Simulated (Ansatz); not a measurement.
Response to strain in Ge

Start from Ge (space group P6_3/mmc, No. 194; a cell from a computed database, its experimental status unchecked).

```
CELL_PARAMETERS angstrom
      3.99482     0.00000     0.00000
     -1.99741     3.45961     0.00000
      0.00000     0.00000     6.59891
ATOMIC_POSITIONS crystal
  Ge 0.66667 0.33333 0.06296
  Ge 0.33333 0.66667 0.93704
  Ge 0.33333 0.66667 0.56296
  Ge 0.66667 0.33333 0.43704
```

Cartesian axes are those of the cell as printed.

Strains are applied to the cell and any free atomic positions relax; under biaxial strain the out-of-plane vector relaxes too.

Computed with DFT with r2SCAN, PAW potentials and a 500 eV plane-wave cutoff in Ansatz (an electronic-structure program), without spin-orbit coupling, earlier PAW set.

Notes on the quantities. pressure: mean of the normal stresses, compression positive.

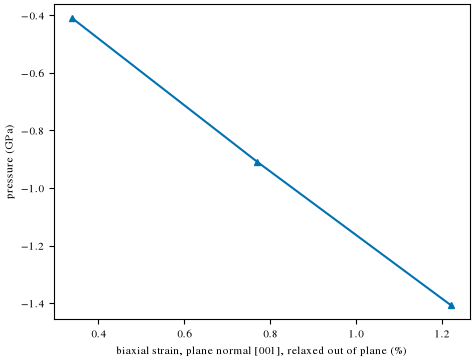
*Pressure against biaxial strain, plane normal [001], relaxed out of plane*

Q: From the plot, what is the pressure for biaxial strain +0.77 %, plane normal [001], relaxed out of plane?

A: About -0.9 GPa.

Q: Is the trend monotonic over the range shown?

A: Yes, it falls throughout, spanning -1.4 GPa to -0.4 GPa.

The mesh was chosen for an insulator and is coarse for the gapless case. Whether these cells are dynamically stable was not tested. This is not the structure that Ge has at room temperature and ambient pressure.
